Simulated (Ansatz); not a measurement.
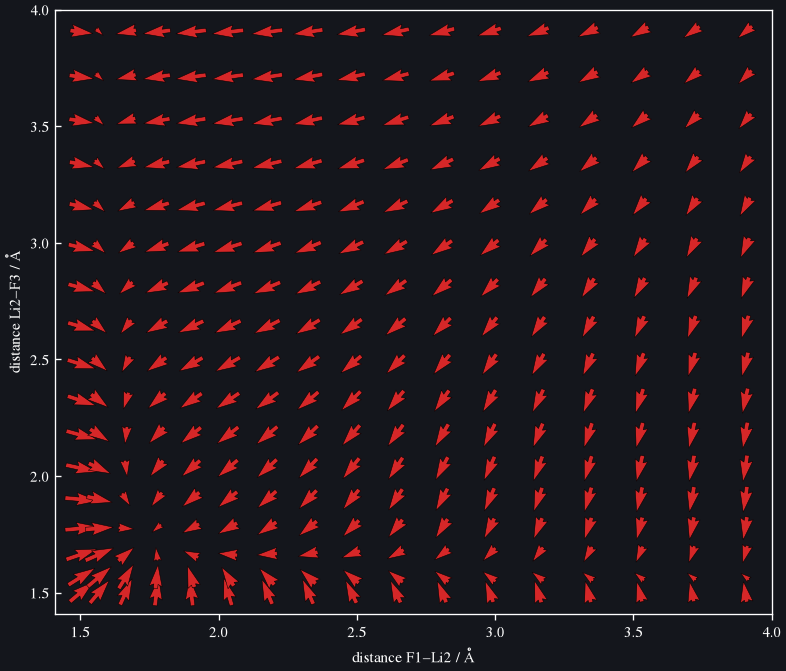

The system F⁻ + LiF. 
- Coordinates scanned: (1) distance F1–Li2; (2) distance Li2–F3.
- Nothing is relaxed (the angle F1–Li2–F3 is fixed at 90 degrees).
- The scan uses a 17 × 17 grid; 153 points were computed and 136 follow by symmetry.
- Points are written as (first, second).
- Level of theory: RKS CAM-B3LYP-D4/def2-TZVPD in Ansatz.

In the figure: arrows along the force (downhill), their lengths compressed.

The arrows alone are given. Where is the energy lowest?

Answer. The arrows converge at about (1.741 Å, 1.741 Å) (read from the interpolated surface).

The energy map of the same scan:

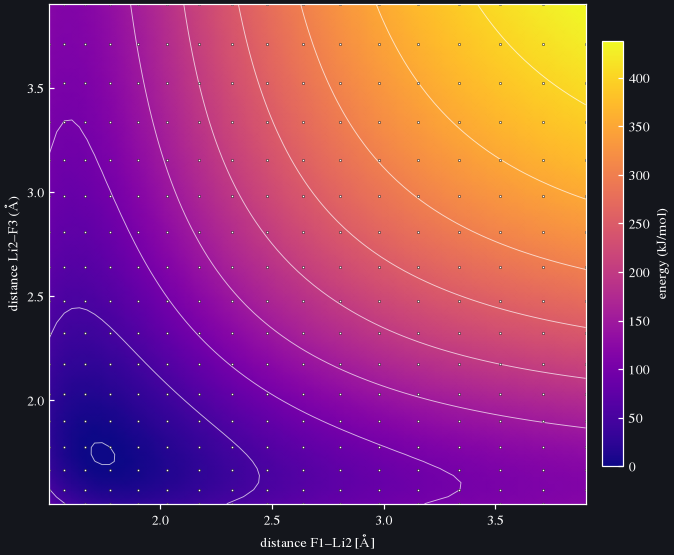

Energies are in kJ/mol, from the lowest grid point; between grid points the surface is interpolated.
